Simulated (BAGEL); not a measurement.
# CH3AlClFO (SMILES C[O][Al]([F])[Cl]): HF/3-21G (density fitting with qzvpp-jkfit)

Aim: the energy change on altering one bond length of CH3AlClFO at HF/3-21G (density fitting with qzvpp-jkfit), from 2 runs. 

The calculation is run with BAGEL 1.2.2.

1 further run of the same task is left out (set aside as unsound or not needed).

### 1 The structure to begin with

CH3AlClFO: 8 atoms, total charge 0, spin state singlet. SMILES: `C[O][Al]([F])[Cl]`. Geometry: relaxed at PBE0-D4/def2-TZVP. This is one conformer, not always the lowest.

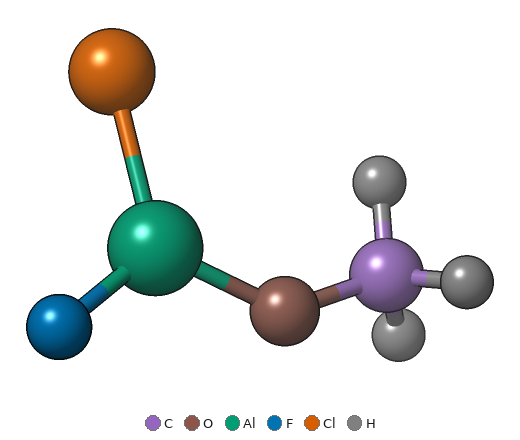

The structure, seen from a chosen angle (carbon purple, oxygen brown, aluminium teal, fluorine blue, chlorine orange, hydrogen grey).

### 2 A single-point energy at HF/3-21G (density fitting with qzvpp-jkfit)

The input, job.json:

```json
{ "bagel" : [

{
  "title" : "molecule",
  "basis" : "3-21g",
  "df_basis" : "qzvpp-jkfit",
  "angstrom" : true,
  "geometry" : [
    { "atom" : "C", "xyz" : [      -0.623500,      -0.334400,       1.085600 ] },
    { "atom" : "O", "xyz" : [       0.309000,      -0.603600,       0.074200 ] },
    { "atom" : "Al", "xyz" : [       0.868700,       0.181400,      -1.280700 ] },
    { "atom" : "F", "xyz" : [       2.009500,      -0.538900,      -2.203500 ] },
    { "atom" : "Cl", "xyz" : [       0.159600,       2.052200,      -1.836800 ] },
    { "atom" : "H", "xyz" : [      -0.125400,      -0.347400,       2.059100 ] },
    { "atom" : "H", "xyz" : [      -1.398200,      -1.106400,       1.087900 ] },
    { "atom" : "H", "xyz" : [      -1.107500,       0.640200,       0.958300 ] }
  ]
},

{ "title" : "hf" },

{ "title" : "print", "file" : "orbitals.molden", "orbitals" : true }

]}
```

On the command line:

```
BAGEL_NUM_THREADS=1 BAGEL job.json > job.out
```

Output:

```text
* using 1 threads per process

  ===============================================================
  ===============================================================

  *** Geometry ***

  { "atom" : "C", "xyz" : [     -1.178244,     -0.631924,      2.051487 ] },
  { "atom" : "O", "xyz" : [      0.583925,     -1.140639,      0.140218 ] },
  { "atom" : "Al", "xyz" : [      1.641605,      0.342796,     -2.420172 ] },
  { "atom" : "F", "xyz" : [      3.797405,     -1.018373,     -4.164012 ] },
  { "atom" : "Cl", "xyz" : [      0.301600,      3.878096,     -3.471049 ] },
  { "atom" : "H", "xyz" : [     -0.236972,     -0.656491,      3.891135 ] },
  { "atom" : "H", "xyz" : [     -2.642215,     -2.090793,      2.055833 ] },
  { "atom" : "H", "xyz" : [     -2.092872,      1.209803,      1.810925 ] },

  Number of auxiliary basis functions:      539

  Since a DF basis is specified, we compute 2- and 3-index integrals:
    o Being stored without compression. Storage requirement is 0.015 GB

  Number of basis functions:       59
  Number of electrons      :       56

    * METHOD: MOLECULE                             0.23

  *** RHF ***

  === Nuclear Repulsion ===
   272.9131686643

      * DIIS with orbital gradients will be used.

  === RHF iteration (3-21g) ===
      0       -910.65321125          0.02555580           0.07
      1       -910.78196579          0.01542726           0.05
      2       -910.83588448          0.00113792           0.05
      3       -910.83640729          0.00039422           0.05
      4       -910.83646332          0.00007433           0.07
      5       -910.83646660          0.00002634           0.07
      6       -910.83646712          0.00001013           0.07
      7       -910.83646724          0.00000205           0.07
      8       -910.83646724          0.00000100           0.07
      9       -910.83646724          0.00000033           0.07
     10       -910.83646724          0.00000011           0.07
     11       -910.83646724          0.00000004           0.07
     12       -910.83646724          0.00000001           0.07
     13       -910.83646724          0.00000000           0.07
    * SCF iteration converged.

    * Permanent dipole moment:
           (    0.548343,     0.181152,    -0.865881) a.u.

    * METHOD: HF                                   1.11

    * METHOD: PRINT                                0.01

  ===============================================================
```

Run time: 1.5 s. Hardware: 1 thread of Arm Neoverse V2, shared host; peak memory 0.1 GiB.

### 3 The distorted shape, same level

The input, input.json:

```json
{ "bagel": [

{
  "title": "molecule",
  "basis": "3-21g",
  "df_basis": "qzvpp-jkfit",
  "angstrom": "true",
  "geometry": [
    { "atom": "C", "xyz": [   -0.903251,   -0.253640,    1.389021 ] },
    { "atom": "O", "xyz": [    0.309000,   -0.603600,    0.074200 ] },
    { "atom": "Al", "xyz": [    0.868700,    0.181400,   -1.280700 ] },
    { "atom": "F", "xyz": [    2.009500,   -0.538900,   -2.203500 ] },
    { "atom": "Cl", "xyz": [    0.159600,    2.052200,   -1.836800 ] },
    { "atom": "H", "xyz": [   -0.405151,   -0.266640,    2.362521 ] },
    { "atom": "H", "xyz": [   -1.677951,   -1.025640,    1.391321 ] },
    { "atom": "H", "xyz": [   -1.387251,    0.720960,    1.261721 ] }
  ]
},
{ "title": "hf", "charge": 0 },
{ "title": "print", "file": "orbitals.molden", "orbitals": "true" }

]}
```

On the command line:

```
BAGEL_NUM_THREADS=1 BAGEL input.json > input.out
```

Output:

```text
* using 1 threads per process

  ===============================================================
  ===============================================================

  *** Geometry ***

  { "atom" : "C", "xyz" : [     -1.706897,     -0.479310,      2.624869 ] },
  { "atom" : "O", "xyz" : [      0.583925,     -1.140639,      0.140218 ] },
  { "atom" : "Al", "xyz" : [      1.641605,      0.342796,     -2.420172 ] },
  { "atom" : "F", "xyz" : [      3.797405,     -1.018373,     -4.164012 ] },
  { "atom" : "Cl", "xyz" : [      0.301600,      3.878096,     -3.471049 ] },
  { "atom" : "H", "xyz" : [     -0.765624,     -0.503877,      4.464518 ] },
  { "atom" : "H", "xyz" : [     -3.170868,     -1.938179,      2.629216 ] },
  { "atom" : "H", "xyz" : [     -2.621524,      1.362417,      2.384307 ] },

  Number of auxiliary basis functions:      539

  Since a DF basis is specified, we compute 2- and 3-index integrals:
    o Being stored without compression. Storage requirement is 0.015 GB

  Number of basis functions:       59
  Number of electrons      :       56

    * METHOD: MOLECULE                             0.23

  *** RHF ***

  === Nuclear Repulsion ===
   263.2513846877

      * DIIS with orbital gradients will be used.

  === RHF iteration (3-21g) ===
      0       -910.54501941          0.02892866           0.07
      1       -910.67243423          0.02120139           0.06
      2       -910.77473324          0.00221839           0.05
      3       -910.77606585          0.00096572           0.05
      4       -910.77635368          0.00016034           0.05
      5       -910.77637168          0.00006168           0.07
      6       -910.77637475          0.00002552           0.07
      7       -910.77637537          0.00000481           0.07
      8       -910.77637538          0.00000252           0.07
      9       -910.77637539          0.00000092           0.07
     10       -910.77637539          0.00000040           0.07
     11       -910.77637539          0.00000019           0.07
     12       -910.77637539          0.00000006           0.07
     13       -910.77637539          0.00000002           0.07
     14       -910.77637539          0.00000001           0.07
    * SCF iteration converged.

    * Permanent dipole moment:
           (    0.971699,     0.176406,    -1.417963) a.u.

    * METHOD: HF                                   1.18

    * METHOD: PRINT                                0.01

  ===============================================================
```

It took 1.6 s on 1 thread of Arm Neoverse V2, shared host; peak memory 0.1 GiB.

### 4 Outcome

Level: HF/3-21G (density fitting with qzvpp-jkfit).

| quantity | value |
| --- | --- |
| first shape: total energy | -910.83647 Eh |
| first shape: dipole moment | 2.65 D |
| first shape: HOMO energy | -12.39 eV |
| first shape: LUMO energy | 2.32 eV |
| first shape: HOMO–LUMO gap | 14.71 eV |
| distorted shape: total energy | -910.77638 Eh |
| distorted shape: dipole moment | 4.39 D |
| distorted shape: HOMO energy | -12.37 eV |
| distorted shape: LUMO energy | 2.42 eV |
| distorted shape: HOMO–LUMO gap | 14.78 eV |
| energy change with the C1–O2 bond stretched from 1.402 to 1.822 Å | 1.635 eV |

In words: With the C1–O2 bond stretched from 1.402 to 1.822 Å the energy rises by 1.64 eV (38 kcal/mol). The first shape isn't relaxed at this level, so the change isn't measured from a minimum.
